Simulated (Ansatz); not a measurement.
# CH3FGe: the cost of one run

All numbers are computed with the Python package of Ansatz 0.2.0. The levels of theory stand in the script.

**1. The structure**

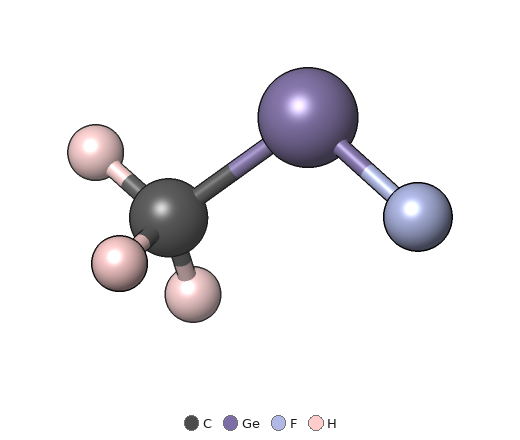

The starting structure, viewed from a chosen angle; carbon dark grey, germanium purple, fluorine light blue, hydrogen pink.

No structure file is read: the coordinates are typed or built in the script.

**2. The code**

Input file run_basis.py:

```python
"""Basis-set convergence for CH3FGe."""

import ansatz as az

GEOMETRY = """
C    -0.31470    0.41780   -0.20220
Ge    1.24360   -0.28870    0.57770
F     1.04530   -2.02720    0.69490
H    -0.18310    1.57460   -0.30030
H    -1.23450    0.21500    0.40880
H    -0.51450    0.04450   -1.22500
"""

ch3fge = az.Crystal.molecule()
for line in GEOMETRY.strip().splitlines():
    symbol, *xyz = line.split()
    ch3fge = ch3fge.atom(symbol, [float(v) for v in xyz])

base = ch3fge.calculation().functional("PBE0")

energies = {}
for basis in ["cc-pVDZ", "cc-pVTZ"]:
    rep = base.basis(gaussian=basis).run(threads=1, backend="cpu").report
    size = rep["n_frozen"] + rep["n_occupied"][0] + rep["n_virtual"][0]
    energies[basis] = (rep["reference_energy_ev"] / 27.211386246, rep["free_energy_ev"] / 27.211386246)
    print(f"{basis:14s} {size:4d} orbitals  reference {energies[basis][0]:14.6f} Ha  total {energies[basis][1]:14.6f} Ha")

last = energies["cc-pVTZ"][1]
for basis, (_, total) in energies.items():
    print(f"{basis:14s} lies {27.211386 * (total - last):9.4f} eV above cc-pVTZ")
```

**3. The input behind the calls**

The engine receives this input (first run):

```yaml
crystal:
  periodic: [false, false, false]
  atoms:
    - { symbol: C, position_ang: [-0.3147, 0.4178, -0.2022] }
    - { symbol: Ge, position_ang: [1.2436, -0.2887, 0.5777] }
    - { symbol: F, position_ang: [1.0453, -2.0272, 0.6949] }
    - { symbol: H, position_ang: [-0.1831, 1.5746, -0.3003] }
    - { symbol: H, position_ang: [-1.2345, 0.215, 0.4088] }
    - { symbol: H, position_ang: [-0.5145, 0.0445, -1.225] }
basis:
  gaussian:
    orbitals: cc-pVDZ
hamiltonian:
  xc: pbe0
```

**4. The run**

Command:

```
$ python run_basis.py
```

**Question.** How long does this script take on 1 thread of Arm Neoverse V2, shared host, and how much memory does it need?

About 5 s, with a peak of 0.32 GiB.
